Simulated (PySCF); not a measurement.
# Cl₃HSi, SMILES `Cl[SiH](Cl)Cl`: electronic structure

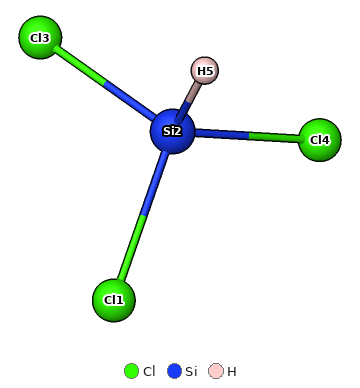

The molecule, with its atoms numbered as below. No frequency check shows the geometry to be a minimum.

Coordinates in Å:

```
Cl1     -0.5085    1.8272    0.1730
Si2      0.0002   -0.0008   -0.4924
Cl3     -1.3287   -1.3533    0.1734
Cl4      1.8370   -0.4731    0.1734
H5      -0.0003   -0.0020   -1.9431
```

## 1. Bonding charge

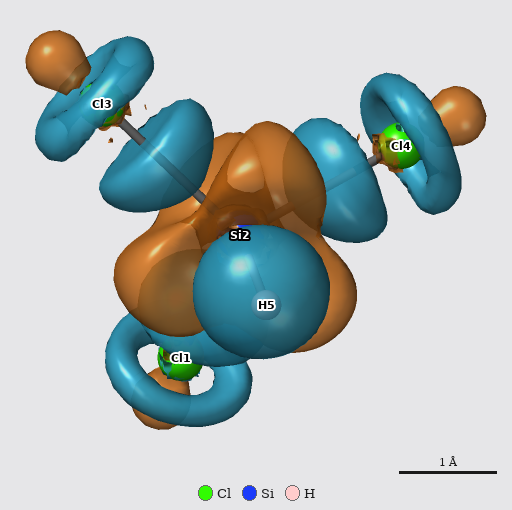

Deformation density (molecule less spherical, spin-averaged free atoms at the same positions), surfaces at ±0.05 e/Å³; light blue: gain, orange: loss.

Level of theory: PBE0/def2-TZVP (PySCF), at a geometry from GFN2-xTB.

**Describe the bonding that the map shows.**

Si2–H5: +0.28 e/Å³ at the bond critical point (bond length 1.45 Å, Mayer order 0.9). Si2–Cl3, Si2–Cl4 and Cl1–Si2: +0.09 e/Å³ at the bond critical point (bond length 2.01 Å, Mayer order 1.2). In all, 1.1 electrons gather in the regions of gain relative to the promolecule. A small or negative value marks a very polar bond, one between electron-rich atoms, whose free-atom densities already overlap strongly, a long bond to a heavier atom, or a closed-shell contact such as a hydrogen bond.

**Where do the Hirshfeld charges lie?**

The highest Hirshfeld charge is on Si2 (+0.32 e), the lowest on Cl1, Cl3 and Cl4 (−0.09 e).

| atom | charge (e) |
| --- | --- |
| Cl1 | −0.09 |
| Si2 | +0.32 |
| Cl3 | −0.09 |
| Cl4 | −0.09 |
| H5 | −0.06 |

## 2. Local ionisation energy

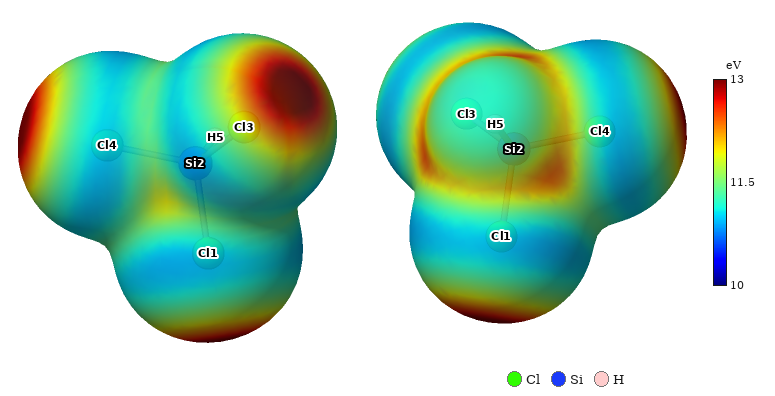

Average local ionisation energy on the surface of electron density 0.001 a.u. (back view left, front view right).

**Locate the minima of the map.**

The lowest value is 10.9 eV, 2.1 Å from Cl1, and at like points elsewhere. For comparison, the highest occupied orbital lies at −9.4 eV.

## 3. In an electric field

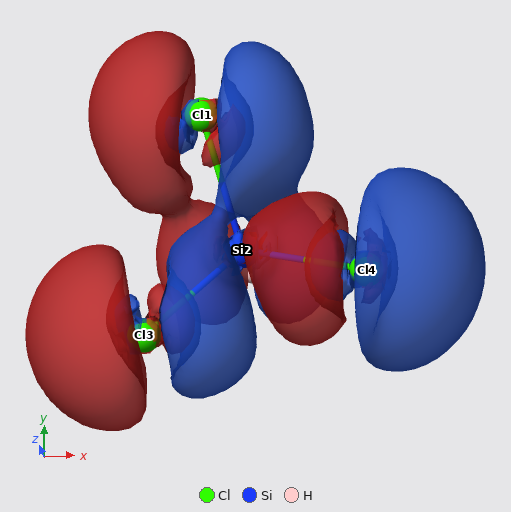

Change of the electron density in a uniform field of 0.21 V/Å, surfaces at ±0.001 e/Å³ (red: gain, blue: loss).

Level of theory: PBE0/def2-TZVP (PySCF), at a geometry from GFN2-xTB. A basis without diffuse functions makes polarisabilities too small.

**Along which Cartesian direction does the field point?**

Along +x: electrons gather on the −x side, against the field.

**How large is the response?**

The induced dipole is 0.62 D (along the field); α along this axis, from the fields in both directions, is 61 bohr³ (9.0 Å³).

**Which atoms gain and lose the most charge?**

Electrons gather most on Cl3 (Hirshfeld charge changes by −0.015 e) and leave Cl4 most (+0.021 e); 0.053 electrons are displaced in all.

## 4. Removing or adding an electron

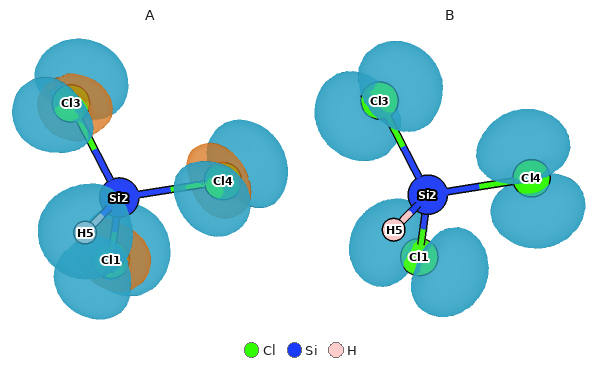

The Fukui function f⁻ from two separate SCF calculations and the density of the HOMO, at ±0.02 e/Å³ (light blue positive, orange negative).

PySCF calculation, PBE0/def2-TZVP, gas phase; geometry: GFN2-xTB.

**Which panel is which, and how good is the frozen-orbital picture?**

A is f⁻ (it has negative regions), B the HOMO density. The HOMO lies on Cl1, Cl3 and Cl4 (32 % each); f⁻ (Hirshfeld-condensed) is largest on Cl1, Cl3 and Cl4 (0.24 each) and H5 (0.15); the vertical ionisation energy is 11.68 eV (the stability of the cation's solution wasn't checked). Relaxation shifts 22 % of the electron between atoms. The orbital energy is −9.38 eV.
